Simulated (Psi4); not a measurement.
# InF (SMILES [F][In]): levels of theory compared

We compute a comparison of 4 runs (B2PLYP/def2-TZVPP, BLYP/def2-TZVPP, PBE0/def2-TZVPP, wB97X/def2-TZVPP) of InF. 

The results are computed with Psi4 1.11.

### Step 1. The molecule

The species is InF (2 atoms), meant as a singlet with charge 0. SMILES: `[F][In]`. The F1–In2 distance was set to 2.592 Å, away from the relaxed value.

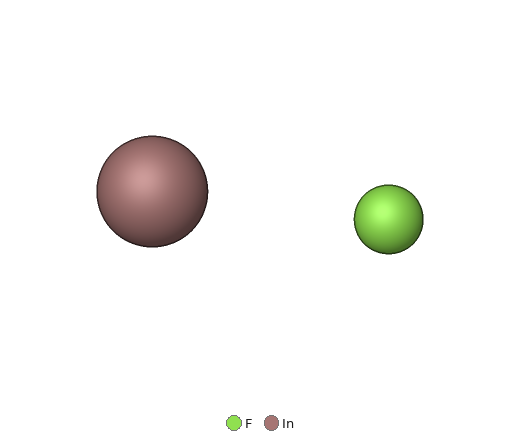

Viewed from a chosen angle; fluorine green, indium brown.

### Step 2. The energy at B2PLYP/def2-TZVPP (core potential, density fitting for correlation) (run 1)

File input.json:

```json
{
  "schema_name": "qcschema_input",
  "schema_version": 1,
  "molecule": {
    "schema_name": "qcschema_molecule",
    "schema_version": 2,
    "symbols": ["F", "In"],
    "geometry": [0.0, 0.0, -1.10023634, 0.0, 0.0, 3.79755583],
    "molecular_charge": 0,
    "molecular_multiplicity": 1,
    "fix_symmetry": "c1"
  },
  "driver": "energy",
  "model": {
    "method": "b2plyp",
    "basis": "def2-TZVPP"
  },
  "keywords": {
    "puream": true,
    "e_convergence": 1e-09,
    "d_convergence": 1e-08,
    "scf_type": "pk",
    "dft_radial_points": 99,
    "dft_spherical_points": 590,
    "num_frozen_docc": 5
  }
}
```

Run with:

```
$ psi4 --qcschema input.json -n 1 --memory 1600MB
```

stdout:

```text
[...]
    !!!  WARNING: ECP capability is in beta. Please check occupations closely.  !!!
[...]
  Running in c1 symmetry.
[...]
  Nuclear repulsion =   38.588815825560033
[...]
  Multiplicity = 1
[...]
  Nalpha       = 15
  Nbeta        = 15
[...]
    Number of basis functions: 81
[...]
   @RKS iter   1:  -289.42701430589477   -1.19873e+00   8.56765e-03 ADIIS/DIIS
[...]
   @RKS iter  12:  -289.60840960403152   -1.19371e-12   1.60146e-09 DIIS
[...]
    Orbital Energies [Eh]
    ---------------------
    Doubly Occupied:
       1A    -25.166747     2A     -5.010840     3A     -3.351654
       4A     -3.351654     5A     -3.346097     6A     -1.118371
       7A     -0.913601     8A     -0.913601     9A     -0.907928
      10A     -0.907928    11A     -0.905748    12A     -0.407943
      13A     -0.327663    14A     -0.327663    15A     -0.315480
[...]
  @RKS Final Energy:  -289.60840960403152
   => Energetics <=
    Nuclear Repulsion Energy =             38.5888158255600331
    One-Electron Energy =                -552.5707831070960765
    Two-Electron Energy =                 237.4362484063894101
    DFT Exchange-Correlation Energy =     -13.0626907288848564
    Empirical Dispersion Energy =           0.0000000000000000
    VV10 Nonlocal Energy =                  0.0000000000000000
    Total Energy =                       -289.6084096040315217
[...]
 Multipole Moments:
 ------------------------------------------------------------------------------------
     Multipole            Electronic (a.u.)      Nuclear  (a.u.)        Total (a.u.)
 ------------------------------------------------------------------------------------
 L = 1.  Multiply by 2.5417464519 to convert [e a0] to [Debye]
 Dipole X            :          0.0000000            0.0000000            0.0000000
 Dipole Y            :         -0.0000000            0.0000000           -0.0000000
 Dipole Z            :         26.1620743          -23.2327857            2.9292886
 Magnitude           :                                                    2.9292886
[...]
```

The result, in JSON:

```text
{
 "driver": "energy",
 "model": {
  "method": "b2plyp",
  "basis": "def2-TZVPP"
 },
 "success": true,
 "return_result": -289.7796559643552,
 "properties": {
  "calcinfo_nbasis": 81,
  "calcinfo_nmo": 81,
  "calcinfo_nalpha": 15,
  "calcinfo_nbeta": 15,
  "calcinfo_natom": 2,
  "nuclear_repulsion_energy": 38.58881582556003,
  "return_energy": -289.7796559643552,
  "scf_one_electron_energy": -552.5707831070961,
  "scf_two_electron_energy": 237.4362484063894,
  "scf_xc_energy": -13.062690728884856,
  "scf_dipole_moment": [1.2213571605431468e-10, -1.5111829972960586e-08, 2.9292885813701623],
  "scf_total_energy": -289.6084096040315,
  "scf_iterations": 12
 }
}
```

Run time: 7.5 s. Hardware: 1 thread of Intel Xeon Platinum 8259CL at 2.50GHz (Skylake/Cascade Lake), shared host; peak memory 0.51 GiB.

### Step 3. Energy and gradient at BLYP/def2-TZVPP (core potential) (run 2)

File calc.in:

```
memory 1600 mb

molecule geom {
  0 1
  F
  In 1 2.5918
  symmetry c1
}

set {
  reference            rks
  puream               true
  e_convergence        1e-09
  d_convergence        1e-08
  scf_type             pk
  dft_radial_points    99
  dft_spherical_points 590
}

E, wfn = gradient('blyp/def2-TZVPP', return_wfn=True)
print_variables()
```

Run with:

```
$ psi4 -n 1 calc.in calc.out
```

calc.out:

```text
[...]
    !!!  WARNING: ECP capability is in beta. Please check occupations closely.  !!!
[...]
  Running in c1 symmetry.
[...]
  Nuclear repulsion =   38.588815810104940
[...]
  Multiplicity = 1
[...]
  Nalpha       = 15
  Nbeta        = 15
[...]
    Number of basis functions: 81
[...]
   @RKS iter   1:  -289.77196948644678   -8.73657e-01   1.01165e-02 DIIS/ADIIS
[...]
   @RKS iter  13:  -290.01497075935958   -1.03967e-10   6.22611e-09 DIIS
[...]
    Orbital Energies [Eh]
    ---------------------
    Doubly Occupied:
       1A    -24.129094     2A     -4.513174     3A     -2.953018
       4A     -2.953018     5A     -2.947114     6A     -0.878441
       7A     -0.714943     8A     -0.714943     9A     -0.709121
      10A     -0.709121    11A     -0.706658    12A     -0.332540
      13A     -0.217165    14A     -0.204912    15A     -0.204912
[...]
  @RKS Final Energy:  -290.01497075935958
   => Energetics <=
    Nuclear Repulsion Energy =             38.5888158101049399
    One-Electron Energy =                -552.2399216696326221
    Two-Electron Energy =                 250.7248473648895697
    DFT Exchange-Correlation Energy =     -27.0887122647214689
    Empirical Dispersion Energy =           0.0000000000000000
    VV10 Nonlocal Energy =                  0.0000000000000000
    Total Energy =                       -290.0149707593595849
[...]
 Multipole Moments:
 ------------------------------------------------------------------------------------
     Multipole            Electronic (a.u.)      Nuclear  (a.u.)        Total (a.u.)
 ------------------------------------------------------------------------------------
 L = 1.  Multiply by 2.5417464519 to convert [e a0] to [Debye]
 Dipole X            :          0.0000000            0.0000000            0.0000000
 Dipole Y            :          0.0000000            0.0000000            0.0000000
 Dipole Z            :         25.7622370          -23.2327857            2.5294512
 Magnitude           :                                                    2.5294512
[...]
  -Total Gradient:
     Atom            X                  Y                   Z
    ------   -----------------  -----------------  -----------------
       1       -0.000000000031    -0.000000000038    -0.046483752508
       2        0.000000000031     0.000000000038     0.046498734665
[...]
```

It took 12 s on 1 thread of Intel Xeon Platinum 8259CL at 2.50GHz (Skylake/Cascade Lake), shared host; peak memory 0.51 GiB.

Run 3 isn't shown in full; the table further down has it.

### Step 4. A single-point energy at wB97X/def2-TZVPP (core potential) (run 4)

File fin.inp:

```
memory 1600 MB

molecule molecule1 {
  0 1
  F      0.000000     0.000000    -0.582220
  In     0.000000     0.000000     2.009580
  symmetry c1
  no_reorient
  no_com
}

set globals {
  basis                def2-TZVPP
  reference            rks
  puream               true
  e_convergence        1e-09
  d_convergence        1e-08
  scf_type             pk
  dft_radial_points    99
  dft_spherical_points 590
}

result, w = energy('wb97x', return_wfn=True)
oeprop(w, 'DIPOLE', 'WIBERG_LOWDIN_INDICES', 'MAYER_INDICES')
print_variables()
```

Run with:

```
$ psi4 -n 1 fin.inp fin.out
```

fin.out:

```text
[...]
    !!!  WARNING: ECP capability is in beta. Please check occupations closely.  !!!
[...]
  Running in c1 symmetry.
[...]
  Nuclear repulsion =   38.588815810104940
[...]
  Multiplicity = 1
[...]
  Nalpha       = 15
  Nbeta        = 15
[...]
    Number of basis functions: 81
[...]
   @RKS iter   1:  -289.86061076553108   -1.28437e+00   8.89264e-03 DIIS/ADIIS
[...]
   @RKS iter  12:  -290.05313841854655   -5.97424e-11   7.10839e-09 DIIS
[...]
    Orbital Energies [Eh]
    ---------------------
    Doubly Occupied:
       1A    -24.558389     2A     -4.815724     3A     -3.225630
       4A     -3.225630     5A     -3.219562     6A     -1.087504
       7A     -0.913332     8A     -0.913332     9A     -0.907491
      10A     -0.907491    11A     -0.905110    12A     -0.464379
      13A     -0.357690    14A     -0.357690    15A     -0.352837
[...]
  @RKS Final Energy:  -290.05313841854655
   => Energetics <=
    Nuclear Repulsion Energy =             38.5888158101049399
    One-Electron Energy =                -552.4573897701859551
    Two-Electron Energy =                 242.8993430842081125
    DFT Exchange-Correlation Energy =     -19.0839075426736606
    Empirical Dispersion Energy =           0.0000000000000000
    VV10 Nonlocal Energy =                  0.0000000000000000
    Total Energy =                       -290.0531384185465527
[...]
 Multipole Moments:
 ------------------------------------------------------------------------------------
     Multipole            Electronic (a.u.)      Nuclear  (a.u.)        Total (a.u.)
 ------------------------------------------------------------------------------------
 L = 1.  Multiply by 2.5417464519 to convert [e a0] to [Debye]
 Dipole X            :         -0.0000001            0.0000000           -0.0000001
 Dipole Y            :         -0.0000000            0.0000000           -0.0000000
 Dipole Z            :        -67.0199962           69.8465453            2.8265491
 Magnitude           :                                                    2.8265491
[...]
```

Wall time 11 s (1 thread of Intel Xeon Platinum 8259CL at 2.50GHz (Skylake/Cascade Lake), shared host); peak memory 0.55 GiB.

### Step 5. All runs side by side

| run | level | task | fitting correlation | energy (Eh) | HOMO energy (eV) | LUMO energy (eV) | HOMO–LUMO gap (eV) | wall time |
| --- | --- | --- | --- | --- | --- | --- | --- | --- |
| 1 | B2PLYP/def2-TZVPP (core potential, density fitting for correlation) | energy | density fitting | -289.779656 | -8.58 | -1.55 | 7.03 | 7.5 s |
| 2 | BLYP/def2-TZVPP (core potential) | gradient | – | -290.014971 | -5.58 | -2.94 | 2.63 | 12 s |
| 3 | PBE0/def2-TZVPP (core potential) | gradient | – | -289.942307 | -7.21 | -2.33 | 4.88 | 13 s |
| 4 | wB97X/def2-TZVPP (core potential) | energy | – | -290.053138 | -9.60 | -0.66 | 8.94 | 11 s |

### Step 6. Summary of results

```
            quantity          value
 run 4: total energy  -290.05314 Eh
run 4: dipole moment         7.18 D
  run 4: HOMO energy       -9.60 eV
  run 4: LUMO energy       -0.66 eV
run 4: HOMO–LUMO gap        8.94 eV
```

Over runs 2, 3, 4 the dipole moment (its size) runs from 6.43 D (BLYP/def2-TZVPP) to 7.18 D (wB97X/def2-TZVPP). The HOMO–LUMO gap runs from 2.63 eV (BLYP/def2-TZVPP) to 8.94 eV (wB97X/def2-TZVPP). Totals of different functionals can't be ranked against each other. All runs together took 44 s, the longest 13 s.
